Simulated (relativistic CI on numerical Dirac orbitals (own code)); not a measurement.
**Pt³⁺: one ion under different settings**

Aim: see what numerical and physical settings do to the SCF, the total energy and the lowest levels of Pt³⁺.

The numbers are computed with relativistic CI on numerical Dirac orbitals (own code) version 3 (Dirac-Coulomb-Breit CI, KLI orbitals optimised for each configuration, model QED (radiative potential, 1s self-energy scaled to tabulated hydrogen-like ionisation energies), numerical settings as typed), except any that are marked as measured or tabulated.

### Step 1. What is computed

| Quantity | Value |
| --- | --- |
| ion | Pt³⁺ (Pt IV) |
| nuclear charge | 78 |
| electrons | 75 |
| isotope | A = 195 |

### Step 2. The usual input

Settings, as recorded:

```ini
atom Pt  Z=78  charge=3  electrons=75
nucleus A=195  rms_radius_fm=5.4270
hamiltonian dirac-coulomb  breit=on  qed=on  c_scale=1
orbitals kli  potential=per-configuration
slater_scale 1
correlation none
mixing on
grid step=0.0125 r_max=64.9
scf mixing=0.4 start=green max_iterations=150 tolerance=2e-08 node_fill=0.05
configurations
  [Xe] 4f14 5d7
  [Xe] 4f14 5d6 6s
  [Xe] 4f14 5d6 6p
end
```

On the command line:

```sh
> python run_levels.py task.json out
```

task.json lists these runs, among others, and the program works through them in turn.

Results of the run (chosen fields of its result record, rounded):

```text
status: converged
levels [i, E_cm, J2, conf, term, w_term, w_jj]:
  - [0, 0, 9, "5d7", "4F", 0.8639, 0.8068]
  - [1, 8680.2559, 7, "5d7", "4F", 0.956, 0.9139]
  - [2, 11034.645, 5, "5d7", "4F", 0.719, 0.4398]
  - [3, 11123.135, 3, "5d7", "4F", 0.364, 0.7371]
  - [4, 16160.672, 3, "5d7", "4P", 0.3876, 0.7213]
  - [5, 17685.044, 5, "5d7", "4P", 0.8136, 0.637]
  - [6, 19549.336, 9, "5d7", "2G", 0.6326, 0.7473]
  - [7, 21620.792, 1, "5d7", "4P", 0.7089, 0.9002]
  - [8, 26017.503, 7, "5d7", "2G", 0.8631, 0.663]
  - [9, 26627.511, 11, "5d7", "2H", 0.9944, 0.9944]
  - [10, 28784.521, 3, "5d7", "4P", 0.3738, 0.7303]
  - [11, 29880.907, 5, "5d7", "2D", 0.7585, 0.6183]
  - [12, 34465.952, 1, "5d7", "2P", 0.7173, 0.8946]
  - [13, 35677.386, 9, "5d7", "2H", 0.7462, 0.9181]
  - "... 16 more rows left out ..."
total_energy [Ha]: -18398.064172
n_levels_all: 262
overlap: 1.4511e-11
scf_iterations: [12, 13, 13]
orbital_energies [Ha]: {"1s": -2875.17, "2s": -505.811, "2p1/2": -484.818, "2p3/2": -421.447, "3s": -119.957, "3p1/2": -110.537, "3p3/2": -96.6041, "3d3/2": -80.9272, "3d5/2": -77.9261, "4s": -27.079, "4p1/2": -23.0751, "4p3/2": -19.7679, "4d3/2": -13.2091, "4d5/2": -12.5938, "4f5/2": -4.21282, "4f7/2": -4.08642, "5s": -5.23534, "5p1/2": -3.95685, "5p3/2": -3.40612, "5d3/2": -1.6865, "5d5/2": -1.62711}
configurations [conf, odd, states, E_av_Ha, breit_Ha, qed_Ha]:
  - ["5d7", 0, 120, -18432.77951, 20.69, 14.15]
  - ["5d6 6s", 0, 420, -18432.50475, 20.7, 14.15]
  - ["5d6 6p", 1, 1260, -18432.17266, 20.7, 14.15]
scf_steps of the first configuration [iteration, E_Ha, residual, outer_eigenvalue_Ha]:
  - [1, -18372.63252, 3.93, -4.319]
  - [2, -18428.67553, 1.02, -2.248]
  - [3, -18432.35944, 0.248, -1.658]
  - [4, -18432.70599, 0.187, -1.694]
  - [5, -18432.77318, 0.03, -1.61]
  - [6, -18432.77883, 0.00331, -1.632]
  - [7, -18432.78029, 0.00703, -1.63]
  - [8, -18432.77929, 0.00153, -1.627]
  - [9, -18432.77949, 0.000144, -1.627]
  - [10, -18432.77951, 2.59e-06, -1.627]
  - [11, -18432.77951, 9.48e-08, -1.627]
  - [12, -18432.77951, 1.3e-08, -1.627]
```

Run time: 0.4 s. Hardware: 1 thread, shared host.

### Step 3. Speed-of-light factor 2, Slater scale 0.5, potential mixing 0.7

Settings, as recorded:

```ini
atom Pt  Z=78  charge=3  electrons=75
nucleus A=195  rms_radius_fm=5.4270
hamiltonian dirac-coulomb  breit=on  qed=on  c_scale=2
orbitals kli  potential=per-configuration
slater_scale 0.5
correlation none
mixing on
grid step=0.0125 r_max=64.9
scf mixing=0.7 start=green max_iterations=150 tolerance=2e-08 node_fill=0.05
configurations
  [Xe] 4f14 5d7
  [Xe] 4f14 5d6 6s
  [Xe] 4f14 5d6 6p
end
```

From the record:

```text
status: converged
levels [i, E_cm, J2, conf, term, w_term]:
  - [0, 0, 9, "5d7", "4F", 0.9516]
  - [1, 2089.0425, 7, "5d7", "4F", 0.9866]
  - [2, 3240.6553, 5, "5d7", "4F", 0.9566]
  - [3, 3923.4261, 3, "5d7", "4F", 0.9204]
  - [4, 7595.5749, 3, "5d7", "4P", 0.6216]
  - [5, 8015.2584, 5, "5d7", "4P", 0.9478]
  - [6, 8438.0903, 9, "5d7", "2G", 0.7872]
  - [7, 9250.2734, 1, "5d7", "4P", 0.8371]
  - "... 22 more rows left out ..."
total_energy [Ha]: -17557.48427
n_levels_all: 262
overlap: 1.60395e-11
scf_iterations: [11, 12, 12]
orbital_energies [Ha]: {"1s": -2671.16, "2s": -451.018, "2p1/2": -433.121, "2p3/2": -419.759, "3s": -106.426, "3p1/2": -98.1168, "3p3/2": -95.2132, "3d3/2": -80.0986, "3d5/2": -79.3582, "4s": -23.6963, "4p1/2": -20.1361, "4p3/2": -19.4554, "4d3/2": -13.0829, "4d5/2": -12.9319, "4f5/2": -4.51915, "4f7/2": -4.48582, "5s": -4.61337, "5p1/2": -3.49541, "5p3/2": -3.38345, "5d3/2": -1.69695, "5d5/2": -1.68197}
configurations [conf, odd, states, E_av_Ha, breit_Ha, qed_Ha]:
  - ["5d7", 0, 120, -17570.36239, 4.804, 8.126]
  - ["5d6 6s", 0, 420, -17569.94785, 4.804, 8.126]
  - ["5d6 6p", 1, 1260, -17569.68947, 4.804, 8.126]
scf_steps of the first configuration [iteration, E_Ha, residual, outer_eigenvalue_Ha]:
  - [1, -17526.42262, 3.56, -4.222]
  - [2, -17554.7108, 2.36, -1.401]
  - [3, -17569.80858, 0.538, -1.923]
  - [4, -17570.36245, 0.0136, -1.666]
  - [5, -17570.36104, 0.00857, -1.679]
  - [6, -17570.36239, 0.000362, -1.683]
  - [7, -17570.36238, 7.95e-05, -1.682]
  - [8, -17570.3624, 1.4e-05, -1.682]
  - [9, -17570.36239, 2.26e-06, -1.682]
  - [10, -17570.36239, 4.61e-07, -1.682]
  - [11, -17570.36239, 3.13e-09, -1.682]
```

Wall time 0.38 s (1 thread, shared host).

With a scaled speed of light this is not the real ion; the QED potentials keep the true α and change only through the orbitals.

### Step 4. QED terms off, start potential bare, nuclear radius 5.9697

Settings, as recorded:

```ini
atom Pt  Z=78  charge=3  electrons=75
nucleus A=195  rms_radius_fm=5.9697
hamiltonian dirac-coulomb  breit=on  qed=off  c_scale=1
orbitals kli  potential=per-configuration
slater_scale 1
correlation none
mixing on
grid step=0.0125 r_max=64.9
scf mixing=0.4 start=bare max_iterations=150 tolerance=2e-08 node_fill=0.05
configurations
  [Xe] 4f14 5d7
  [Xe] 4f14 5d6 6s
  [Xe] 4f14 5d6 6p
end
```

From the record:

```text
status: converged
levels [i, E_cm, J2, conf, term, w_term]:
  - [0, 0, 9, "5d7", "4F", 0.8643]
  - [1, 8652.2894, 7, "5d7", "4F", 0.9561]
  - [2, 11012.127, 5, "5d7", "4F", 0.7206]
  - [3, 11112.168, 3, "5d7", "4F", 0.3664]
  - [4, 16130.132, 3, "5d7", "4P", 0.3886]
  - [5, 17652.272, 5, "5d7", "4P", 0.8141]
  - [6, 19527.25, 9, "5d7", "2G", 0.6333]
  - [7, 21585.874, 1, "5d7", "4P", 0.7094]
  - "... 22 more rows left out ..."
total_energy [Ha]: -18411.565626
n_levels_all: 262
overlap: 1.45119e-11
scf_iterations: [19, 21, 21]
orbital_energies [Ha]: {"1s": -2874.91, "2s": -505.772, "2p1/2": -484.817, "2p3/2": -421.448, "3s": -119.949, "3p1/2": -110.537, "3p3/2": -96.6045, "3d3/2": -80.9276, "3d5/2": -77.9265, "4s": -27.0769, "4p1/2": -23.075, "4p3/2": -19.7681, "4d3/2": -13.2092, "4d5/2": -12.5938, "4f5/2": -4.21287, "4f7/2": -4.08648, "5s": -5.23492, "5p1/2": -3.95685, "5p3/2": -3.40614, "5d3/2": -1.68651, "5d5/2": -1.62712}
configurations [conf, odd, states, E_av_Ha, breit_Ha, qed_Ha]:
  - ["5d7", 0, 120, -18432.12993, 20.69, 0]
  - ["5d6 6s", 0, 420, -18431.85508, 20.69, 0]
  - ["5d6 6p", 1, 1260, -18431.52306, 20.69, 0]
scf_steps of the first configuration [iteration, E_Ha, residual, outer_eigenvalue_Ha]:
  - [1, -16193.36408, 19.3, -123.2]
  - [2, -17758.33778, 12, -56.3]
  - [3, -17869.88048, 12.1, -1.87]
  - [4, -17931.06957, 11.1, -2.066]
  - [5, -18391.29304, 3.53, -1.007]
  - [6, -18402.56147, 2.96, -1.293]
  - [7, -18427.66327, 1.19, -1.18]
  - [8, -18431.3278, 0.591, -1.577]
  - [9, -18431.95162, 0.135, -1.754]
  - [10, -18432.10062, 0.162, -1.715]
  - [11, -18432.11743, 0.106, -1.715]
  - [12, -18432.12253, 0.0336, -1.621]
  - [13, -18432.12902, 0.00393, -1.628]
  - [14, -18432.12985, 0.000518, -1.627]
  - [15, -18432.12998, 0.000324, -1.627]
  - [16, -18432.12992, 2.12e-05, -1.627]
  - [17, -18432.12993, 3.87e-07, -1.627]
  - [18, -18432.12993, 6.93e-08, -1.627]
  - [19, -18432.12993, 1.17e-08, -1.627]
```

Run time: 0.55 s. Hardware: 1 thread, shared host.

The changed nuclear radius is not that of the isotope named.

### Step 5. Slater scale 0.6

Settings, as recorded:

```ini
atom Pt  Z=78  charge=3  electrons=75
nucleus A=195  rms_radius_fm=5.4270
hamiltonian dirac-coulomb  breit=on  qed=on  c_scale=1
orbitals kli  potential=per-configuration
slater_scale 0.6
correlation none
mixing on
grid step=0.0125 r_max=64.9
scf mixing=0.4 start=green max_iterations=150 tolerance=2e-08 node_fill=0.05
configurations
  [Xe] 4f14 5d7
  [Xe] 4f14 5d6 6s
  [Xe] 4f14 5d6 6p
end
```

From the record:

```text
status: converged
levels [i, E_cm, J2, conf, term, w_term]:
  - [0, 0, 9, "5d7", "4F", 0.7781]
  - [1, 7068.0093, 3, "5d7", "2P", 0.4289]
  - [2, 8688.1769, 5, "5d7", "4F", 0.3928]
  - [3, 9309.8998, 7, "5d7", "4F", 0.9327]
  - [4, 14172.652, 3, "5d7", "4F", 0.4712]
  - [5, 14946.182, 5, "5d7", "4P", 0.6704]
  - [6, 15141.516, 9, "5d7", "2G", 0.5011]
  - [7, 17302.125, 1, "5d7", "4P", 0.6229]
  - "... 22 more rows left out ..."
total_energy [Ha]: -18398.034128
n_levels_all: 262
overlap: 1.4511e-11
scf_iterations: [12, 13, 13]
orbital_energies [Ha]: {"1s": -2875.17, "2s": -505.811, "2p1/2": -484.818, "2p3/2": -421.447, "3s": -119.957, "3p1/2": -110.537, "3p3/2": -96.6041, "3d3/2": -80.9272, "3d5/2": -77.9261, "4s": -27.079, "4p1/2": -23.0751, "4p3/2": -19.7679, "4d3/2": -13.2091, "4d5/2": -12.5938, "4f5/2": -4.21282, "4f7/2": -4.08642, "5s": -5.23534, "5p1/2": -3.95685, "5p3/2": -3.40612, "5d3/2": -1.6865, "5d5/2": -1.62711}
configurations [conf, odd, states, E_av_Ha, breit_Ha, qed_Ha]:
  - ["5d7", 0, 120, -18432.77951, 20.69, 14.15]
  - ["5d6 6s", 0, 420, -18432.50475, 20.7, 14.15]
  - ["5d6 6p", 1, 1260, -18432.17266, 20.7, 14.15]
scf_steps of the first configuration [iteration, E_Ha, residual, outer_eigenvalue_Ha]:
  - [1, -18372.63252, 3.93, -4.319]
  - [2, -18428.67553, 1.02, -2.248]
  - [3, -18432.35944, 0.248, -1.658]
  - [4, -18432.70599, 0.187, -1.694]
  - [5, -18432.77318, 0.03, -1.61]
  - [6, -18432.77883, 0.00331, -1.632]
  - [7, -18432.78029, 0.00703, -1.63]
  - [8, -18432.77929, 0.00153, -1.627]
  - [9, -18432.77949, 0.000144, -1.627]
  - [10, -18432.77951, 2.59e-06, -1.627]
  - [11, -18432.77951, 9.48e-08, -1.627]
  - [12, -18432.77951, 1.3e-08, -1.627]
```

Run time: 0.4 s. Hardware: 1 thread, shared host.

### Step 6. Speed-of-light factor 2

The settings differ from step 5 so:

```diff
@@ -2,5 +2,5 @@
 nucleus A=195  rms_radius_fm=5.4270
-hamiltonian dirac-coulomb  breit=on  qed=on  c_scale=1
+hamiltonian dirac-coulomb  breit=on  qed=on  c_scale=2
 orbitals kli  potential=per-configuration
-slater_scale 0.6
+slater_scale 1
 correlation none
```

From the record:

```text
status: converged
levels [i, E_cm, J2, conf, term, w_term]:
  - [0, 0, 9, "5d7", "4F", 0.9835]
  - [1, 1967.3612, 7, "5d7", "4F", 0.9942]
  - [2, 3273.0753, 5, "5d7", "4F", 0.9893]
  - [3, 4114.7169, 3, "5d7", "4F", 0.981]
  - [4, 14409.017, 5, "5d7", "4P", 0.9778]
  - [5, 14576.988, 3, "5d7", "4P", 0.8403]
  - [6, 15649.834, 9, "5d7", "2G", 0.9024]
  - [7, 15791.103, 1, "5d7", "4P", 0.9367]
  - "... 22 more rows left out ..."
total_energy [Ha]: -17557.525447
n_levels_all: 262
overlap: 1.60398e-11
scf_iterations: [12, 12, 13]
orbital_energies [Ha]: {"1s": -2671.16, "2s": -451.018, "2p1/2": -433.121, "2p3/2": -419.759, "3s": -106.426, "3p1/2": -98.1168, "3p3/2": -95.2132, "3d3/2": -80.0986, "3d5/2": -79.3582, "4s": -23.6963, "4p1/2": -20.1361, "4p3/2": -19.4554, "4d3/2": -13.0829, "4d5/2": -12.9319, "4f5/2": -4.51915, "4f7/2": -4.48582, "5s": -4.61337, "5p1/2": -3.49541, "5p3/2": -3.38345, "5d3/2": -1.69695, "5d5/2": -1.68197}
configurations [conf, odd, states, E_av_Ha, breit_Ha, qed_Ha]:
  - ["5d7", 0, 120, -17570.36239, 4.804, 8.126]
  - ["5d6 6s", 0, 420, -17569.94785, 4.804, 8.126]
  - ["5d6 6p", 1, 1260, -17569.68947, 4.804, 8.126]
scf_steps of the first configuration [iteration, E_Ha, residual, outer_eigenvalue_Ha]:
  - [1, -17526.42262, 3.56, -4.222]
  - [2, -17567.5453, 0.981, -2.3]
  - [3, -17570.13863, 0.182, -1.712]
  - [4, -17570.33709, 0.129, -1.74]
  - [5, -17570.35481, 0.0379, -1.663]
  - [6, -17570.36237, 0.00343, -1.686]
  - [7, -17570.36311, 0.00717, -1.685]
  - [8, -17570.36229, 0.000824, -1.682]
  - [9, -17570.36238, 0.000135, -1.682]
  - [10, -17570.36239, 1.34e-06, -1.682]
  - [11, -17570.36239, 8.68e-08, -1.682]
  - [12, -17570.36239, 8.01e-09, -1.682]
```

It took 0.4 s on 1 thread, shared host.

A changed speed of light describes a fictitious ion. The QED potentials keep the true α.

### Step 7. Node fill 50

Settings, as recorded:

```ini
atom Pt  Z=78  charge=3  electrons=75
nucleus A=195  rms_radius_fm=5.4270
hamiltonian dirac-coulomb  breit=on  qed=on  c_scale=1
orbitals kli  potential=per-configuration
slater_scale 1
correlation none
mixing on
grid step=0.0125 r_max=64.9
scf mixing=0.4 start=green max_iterations=99 tolerance=2e-08 node_fill=50
configurations
  [Xe] 4f14 5d7
  [Xe] 4f14 5d6 6s
  [Xe] 4f14 5d6 6p
end
```

From the record:

```text
status: converged
levels [i, E_cm, J2, conf, term, w_term]:
  - [0, 0, 9, "5d7", "4F", 0.7909]
  - [1, 9696.3073, 3, "5d7", "2P", 0.3964]
  - [2, 11985.766, 5, "5d7", "4F", 0.4214]
  - [3, 12156.698, 7, "5d7", "4F", 0.9292]
  - [4, 18723.026, 3, "5d7", "4F", 0.4548]
  - [5, 19401.99, 5, "5d7", "4P", 0.6455]
  - [6, 20995.029, 9, "5d7", "2G", 0.5314]
  - [7, 23232.361, 1, "5d7", "4P", 0.6389]
  - "... 22 more rows left out ..."
total_energy [Ha]: -18396.554905
n_levels_all: 262
overlap: 7.71947e-12
scf_iterations: [14, 14, 13]
orbital_energies [Ha]: {"1s": -2861.39, "2s": -499.686, "2p1/2": -477.732, "2p3/2": -415.159, "3s": -117.387, "3p1/2": -107.787, "3p3/2": -94.1398, "3d3/2": -78.3529, "3d5/2": -75.4444, "4s": -25.8989, "4p1/2": -21.9081, "4p3/2": -18.6737, "4d3/2": -12.2106, "4d5/2": -11.6196, "4f5/2": -3.43854, "4f7/2": -3.32271, "5s": -4.76646, "5p1/2": -3.52285, "5p3/2": -3.0041, "5d3/2": -1.42197, "5d5/2": -1.37503}
configurations [conf, odd, states, E_av_Ha, breit_Ha, qed_Ha]:
  - ["5d7", 0, 120, -18430.93137, 20.43, 14.09]
  - ["5d6 6s", 0, 420, -18430.69011, 20.43, 14.09]
  - ["5d6 6p", 1, 1260, -18430.35229, 20.43, 14.09]
scf_steps of the first configuration [iteration, E_Ha, residual, outer_eigenvalue_Ha]:
  - [1, -18372.63252, 4.54, -4.319]
  - [2, -18431.5014, 1.08, -2.01]
  - [3, -18429.79972, 0.336, -1.425]
  - [4, -18431.89981, 0.249, -1.451]
  - [5, -18430.77876, 0.0473, -1.352]
  - [6, -18430.90056, 0.00794, -1.382]
  - [7, -18430.96514, 0.012, -1.38]
  - [8, -18430.93043, 0.000254, -1.375]
  - [9, -18430.93096, 0.000209, -1.375]
  - [10, -18430.93139, 1.02e-05, -1.375]
  - [11, -18430.93137, 2.25e-06, -1.375]
  - [12, -18430.93137, 4.76e-08, -1.375]
  - [13, -18430.93137, 2.75e-08, -1.375]
  - [14, -18430.93137, 1.8e-09, -1.375]
```

Run time: 0.42 s. Hardware: 1 thread, shared host.

This setting is unsound; the numbers are not properties of the ion.

### Step 8. Nuclear radius 542.7

Settings, as recorded:

```ini
atom Pt  Z=78  charge=3  electrons=75
nucleus A=195  rms_radius_fm=542.7000
hamiltonian dirac-coulomb  breit=on  qed=on  c_scale=1
orbitals kli  potential=per-configuration
slater_scale 1
correlation none
mixing on
grid step=0.0125 r_max=64.9
scf mixing=0.4 start=green max_iterations=59 tolerance=2e-08 node_fill=0.05
configurations
  [Xe] 4f14 5d7
  [Xe] 4f14 5d6 6s
  [Xe] 4f14 5d6 6p
end
```

From the record:

```text
status: converged
levels [i, E_cm, J2, conf, term, w_term]:
  - [0, 0, 9, "5d7", "4F", 0.8566]
  - [1, 10015.298, 7, "5d7", "4F", 0.9604]
  - [2, 12407.074, 5, "5d7", "4F", 0.6949]
  - [3, 12531.296, 3, "5d7", "4F", 0.3328]
  - [4, 18391.763, 3, "5d7", "4F", 0.4253]
  - [5, 20499.907, 5, "5d7", "4P", 0.8175]
  - [6, 21080.502, 9, "5d7", "2G", 0.6005]
  - [7, 24529.643, 1, "5d7", "4P", 0.6824]
  - "... 22 more rows left out ..."
total_energy [Ha]: -16059.08266
n_levels_all: 262
overlap: 1.33254e-11
scf_iterations: [12, 12, 12]
orbital_energies [Ha]: {"1s": -1943.9, "2s": -374.339, "2p1/2": -469.477, "2p3/2": -424.89, "3s": -89.8915, "3p1/2": -106.881, "3p3/2": -97.6113, "3d3/2": -82.674, "3d5/2": -79.5844, "4s": -19.6753, "4p1/2": -22.2573, "4p3/2": -20.0889, "4d3/2": -13.6594, "4d5/2": -13.0222, "4f5/2": -4.50008, "4f7/2": -4.36661, "5s": -3.85099, "5p1/2": -3.84032, "5p3/2": -3.47825, "5d3/2": -1.74491, "5d5/2": -1.68132}
configurations [conf, odd, states, E_av_Ha, breit_Ha, qed_Ha]:
  - ["5d7", 0, 120, -16076.90424, 13.97, 3.986]
  - ["5d6 6s", 0, 420, -16076.35756, 13.97, 3.986]
  - ["5d6 6p", 1, 1260, -16076.23285, 13.97, 3.986]
scf_steps of the first configuration [iteration, E_Ha, residual, outer_eigenvalue_Ha]:
  - [1, -16028.5768, 3.69, -4.319]
  - [2, -16073.90456, 1, -2.317]
  - [3, -16076.66378, 0.193, -1.717]
  - [4, -16076.87728, 0.133, -1.743]
  - [5, -16076.89773, 0.034, -1.664]
  - [6, -16076.90406, 0.00285, -1.685]
  - [7, -16076.90493, 0.00695, -1.684]
  - [8, -16076.90414, 0.000653, -1.681]
  - [9, -16076.90422, 0.000107, -1.681]
  - [10, -16076.90424, 1.97e-06, -1.681]
  - [11, -16076.90424, 3.26e-08, -1.681]
  - [12, -16076.90424, 6.13e-09, -1.681]
```

Wall time 0.39 s (1 thread, shared host).

This setting is unsound; the numbers are not properties of the ion.

### Step 9. Comparison

| setting | total energy less usual (Ha) | largest shift of a level among the lowest eight of both runs, same label and place (cm⁻¹) | SCF iterations | time | lowest level | kind of change |
| --- | --- | --- | --- | --- | --- | --- |
| usual | 0 | 0 | 38 | 0.4 s | 5d7 4F9/2 | - |
| speed-of-light factor 2, Slater scale 0.5, potential mixing 0.7 | 841 | 12400 | 35 | 0.38 s | 5d7 4F9/2 | unphysical constant |
| QED terms off, start potential bare, nuclear radius 5.9697 | -13.5 | 34.9 | 61 | 0.55 s | 5d7 4F9/2 | unphysical constant |
| Slater scale 0.6 | 0.03 | 4410 | 38 | 0.4 s | 5d7 4F9/2 | model term |
| speed-of-light factor 2 | 841 | 7760 | 37 | 0.4 s | 5d7 4F9/2 | unphysical constant |
| node fill 50 | 1.51 | 3480 | 41 | 0.42 s | 5d7 4F9/2 | unsound |
| nuclear radius 542.7 | 2.34e+03 | 2910 | 36 | 0.39 s | 5d7 4F9/2 | unsound |

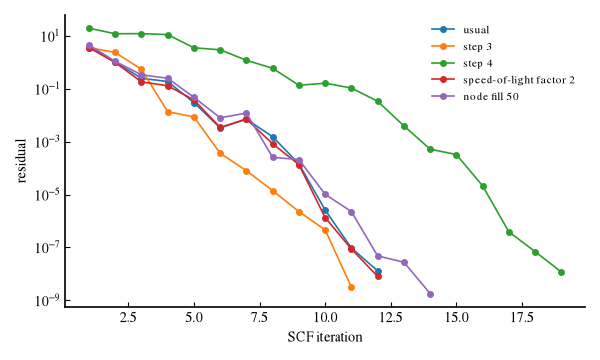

Residual of the first configuration's SCF.

### Step 10. Outcome

| quantity | value |
| --- | --- |
| lowest level, usual settings | 5d7 4F9/2 |
| total energy | -18398.0642 Ha |
| first excitation | 8680.3 cm⁻¹ |

What this shows: Among the runs whose levels can be followed, they move most under «speed-of-light factor 2, Slater scale 0.5, potential mixing 0.7» (unphysical constant), by up to 12400 cm⁻¹. «QED terms off, start potential bare, nuclear radius 5.9697» costs 61 SCF iterations against 38. Only the listed configurations are in the model. Near neutrality, missing correlation can shift configurations against each other by thousands of cm⁻¹.
